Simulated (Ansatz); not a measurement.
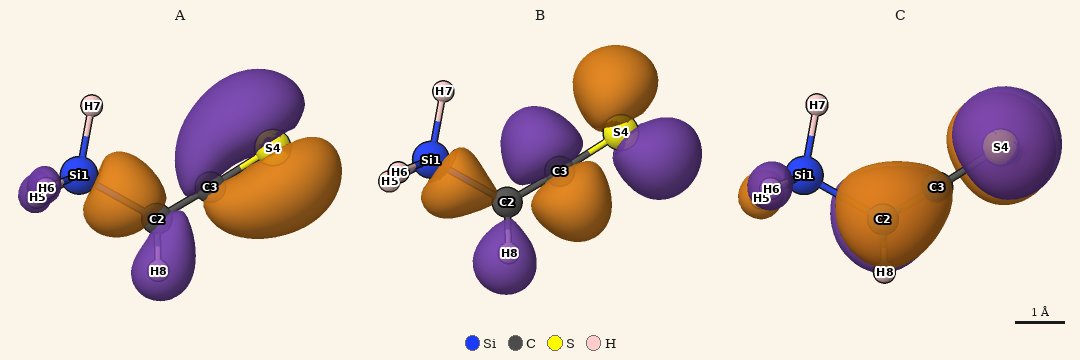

Figure. C2H4SSi. Three frontier orbitals at ±0.1 Å⁻³ᐟ² (orange and purple are the two phases), in no order.

Geometry: PBE0-D4/def2-TZVP.

Computed with RKS PBE0-D4/def2-TZVPP (Ansatz).

```xyz
8

Si   -0.3233    0.9845   -0.4232
C    -0.3389   -0.7390    0.2710
C     0.7748   -1.3282    0.5978
S     2.1286   -1.9873    0.9721
H    -0.9449    0.9966   -1.7735
H    -1.1017    1.8970    0.4551
H     1.0835    1.4450   -0.5098
H    -1.2780   -1.2687    0.4104
```

**Which picture is the HOMO−1, the HOMO and the LUMO?**

A is the HOMO−1 (−8.79 eV). It lies mainly on S4 (about 55 %), C3 (about 15 %), C2 (about 10 %) and Si1 (about 10 %). C is the HOMO (−6.73 eV). It lies mainly on S4 (about 50 %), C2 (about 30 %) and C3 (about 10 %). B is the LUMO (−2.10 eV). By Hirshfeld shares it lies mainly on S4 (about 40 %), C3 (about 35 %), C2 (about 10 %) and Si1 (about 5 %); π-antibonding (π*) across S4–C3.

**What is the HOMO–LUMO gap?**

4.63 eV between the orbital energies.
